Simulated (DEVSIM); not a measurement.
System: illuminated Si n-on-p cell, one wavelength, at 300 K.

```tsv
layer (left to right)	material	thickness (μm)	Nd (cm⁻³)	Na (cm⁻³)	τn (s)	τp (s)	absorption coefficient (cm⁻¹)
1	Si	0.220	6.3e18	-	3e-5	1.6e-5	97000
2	Si	85.0	-	6.9e17	3.7e-5	3.7e-5	97000
```

Left contact: ohmic, minority hole recombination velocity 200 cm/s. Right contact: ohmic, minority electron recombination velocity 10 cm/s. Voltage is applied to the left contact. Recombination: SRH at mid-gap, radiative, Auger. Light enters at the left, 5e16 photons cm⁻² s⁻¹, one pass, no reflection. Mobility is μmin + (μ − μmin)/(1 + (N/Nref)^α).

This is a model device: material constants are rounded textbook-type values typed into the input, and sizes, dopings and lifetimes were drawn at random. Values at 300 K.

```csv
parameter,Si
gap (eV),1.124
affinity (eV),4.05
permittivity,11.7
Nc (cm⁻³),2.86e19
Nv (cm⁻³),3.1e19
μn (cm²/Vs),1417
μp (cm²/Vs),470
"μn,min",52
"μp,min",45
"Nref,n",9.7e16
"Nref,p",2.2e17
αn,0.68
αp,0.72
B (cm³/s),4.7e-15
Cn (cm⁶/s),2.8e-31
Cp (cm⁶/s),9.9e-32
```

Model (solved in DEVSIM): 1D drift-diffusion, Boltzmann statistics, complete ionisation; no tunnelling, impact ionisation, image-force lowering or self-heating.

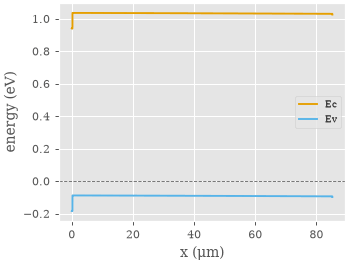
Band edges at -0.9 V on the left contact, in the dark

Energies count from the Fermi level of the right contact; mesh points crowd at the junctions.

```csv
x (μm),Ec (eV),Ev (eV),n (cm⁻³),p (cm⁻³),field (V/cm)
0.000,0.939,-0.185,6.3e18,2.0e16,-380
0.02748,0.939,-0.185,6.3e18,2.0e16,≈ 0
0.07927,0.939,-0.185,6.3e18,2.0e16,≈ 0
0.1576,0.939,-0.185,6.3e18,2.0e16,≈ 0
0.2101,0.939,-0.185,6.3e18,2.0e16,700
0.2352,1.034,-0.090,1.6e17,7.8e17,4500
0.2846,1.035,-0.089,1.5e17,8.4e17,≈ 0
0.4626,1.035,-0.089,1.5e17,8.4e17,≈ 0
0.7989,1.035,-0.089,1.5e17,8.4e17,≈ 0
1.559,1.035,-0.089,1.5e17,8.4e17,≈ 0
3.279,1.035,-0.089,1.5e17,8.4e17,≈ 0
9.472,1.035,-0.089,1.4e17,8.3e17,≈ 0
21.17,1.034,-0.090,1.3e17,8.2e17,≈ 0
46.05,1.033,-0.091,1.2e17,8.1e17,≈ 0
72.22,1.031,-0.093,1.2e17,8.1e17,≈ 0
79.71,1.030,-0.094,1.2e17,8.1e17,≈ 0
82.80,1.030,-0.094,1.2e17,8.1e17,≈ 0
84.16,1.030,-0.094,1.2e17,8.1e17,≈ 0
84.89,1.030,-0.094,1.2e17,8.1e17,≈ 0
85.08,1.030,-0.094,1.2e17,8.1e17,≈ 0
85.17,1.030,-0.094,1.2e17,8.1e17,≈ 0
85.22,1.026,-0.098,1.4e17,6.9e17,-9200
```
